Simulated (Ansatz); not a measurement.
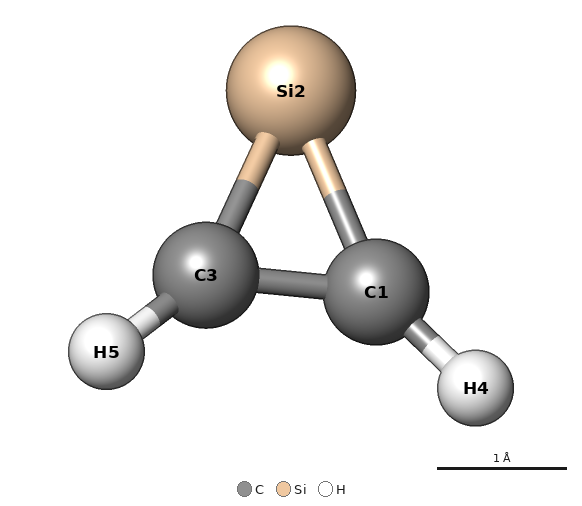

The atoms are numbered. Computed geometry: PBE-D4/def2-SVP optimisation. No frequency run is at hand to confirm it as a minimum.

List the bonds and their lengths.

| bond | length (Å) |
| --- | --- |
| C1–Si2 | 1.852 |
| C1–C3 | 1.353 |
| C1–H4 | 1.104 |
| Si2–C3 | 1.852 |
| C3–H5 | 1.104 |
